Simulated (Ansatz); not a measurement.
# FH2O3Ta: what the fields show

The calculation's input:

```
basis:
  gaussian:
    orbitals: def2-TZVPD
crystal:
  periodic: [false, false, false]
  atoms:
    - symbol: F
      position_ang: [-1.171115, 1.638557, 0.991612]
    - symbol: O
      position_ang: [-1.398317, -1.132616, 0.088114]
    - symbol: O
      position_ang: [1.211509, -0.390251, 1.173469]
    - symbol: O
      position_ang: [0.236951, 0.596477, -1.607873]
    - symbol: Ta
      position_ang: [-0.292651, 0.180798, 0.166659]
    - symbol: H
      position_ang: [1.454634, -1.206735, 1.618289]
    - symbol: H
      position_ang: [0.020090, 0.245768, -2.475971]
hamiltonian:
  xc: pbe0
output:
  forces: true
  orbitals: {seedname: orbitals}
```

Launched as:

```sh
ansatz run input.yaml --threads 2 --pin off --max-ram 5220MiB --events-out events.jsonl --progress --plain --runs-dir runs
```

Geometry: PBE0-D4/def2-SVP; core potentials replace the inner electrons of Ta.

Theory: isolated molecule in a Gaussian basis; Kohn-Sham density functional theory, functional PBE0 (Ansatz 0.2.0).

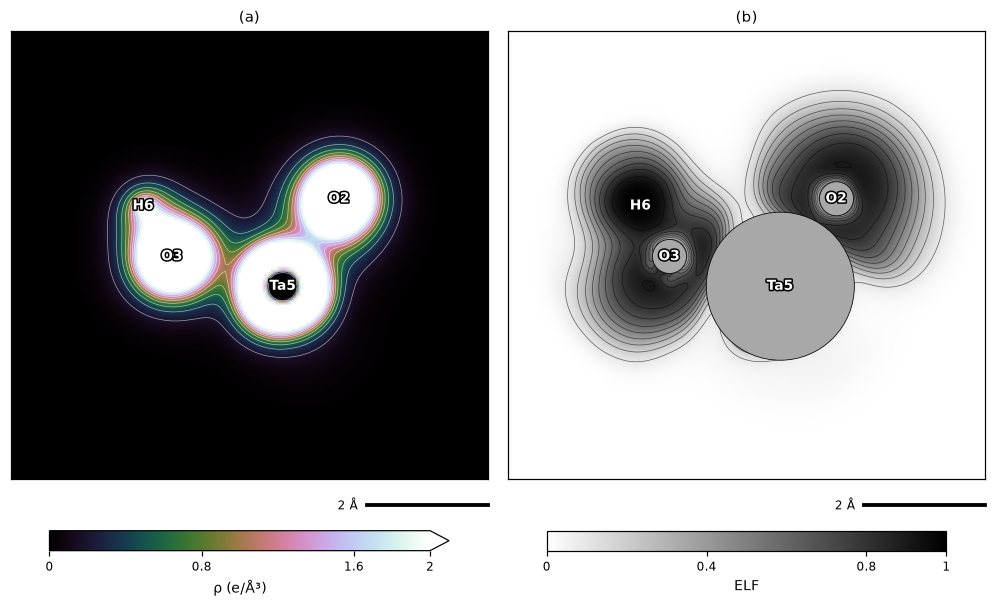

Figure 1. (a) electron density; (b) ELF on the plane of atoms O2, Ta5 and O3. Grey discs cover the atomic cores in the ELF map.

Question: Interpret the plot.

Answer:
- Atoms in the plane: O, Ta and H.
- Ta–O (1.72 Å): the density is about 1.7 e/Å³ at the midpoint; the ELF peaks at about 0.80 in the valence shell of O, 0.5 Å from its nucleus, and drops to about 0.35 between the two atoms.
- O–H (0.96 Å): ρ at the midpoint is about 3.8 e/Å³; the ELF climbs to about 1 towards the hydrogen, as it does in any bond to H: an ordinary covalent bond to hydrogen.
- Ta–O (1.90 Å): ρ is about 1 e/Å³ halfway; the ELF peaks at about 0.85 in the valence shell of O, 0.5 Å from its nucleus, and drops to about 0.25 between the two atoms.

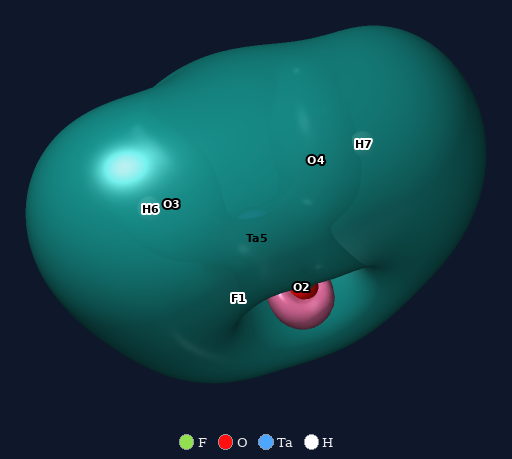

Figure 2. The LUMO at ±0.04 Å⁻³ᐟ² (teal and pink are the two phases), seen at a tilt.

Question: What is the character of this orbital?

Answer: It lies mainly on Ta5 (about 55 %), H6 (about 15 %), H7 (about 15 %), O3 (about 5 %) and O4 (about 5 %). Its energy is −0.73 eV.

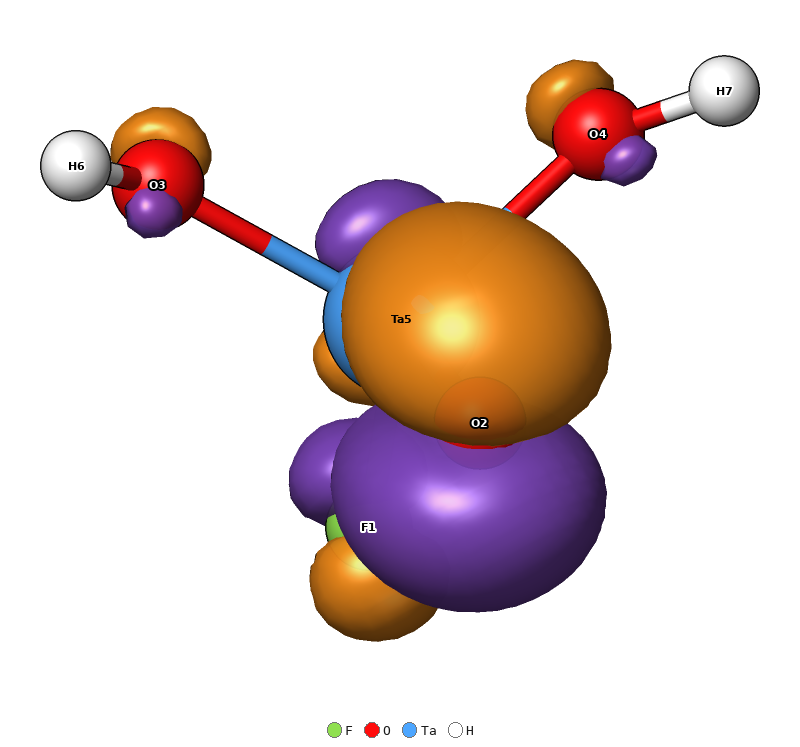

Figure 3. One frontier orbital at ±0.15 Å⁻³ᐟ² (orange and purple are the two phases), seen at a tilt.

Question: Which orbital is it: HOMO or LUMO?

Answer: The HOMO, at −9.54 eV. Its weight (Hirshfeld) is mainly on O2 (about 70 %), Ta5 (about 20 %) and F1 (about 5 %).
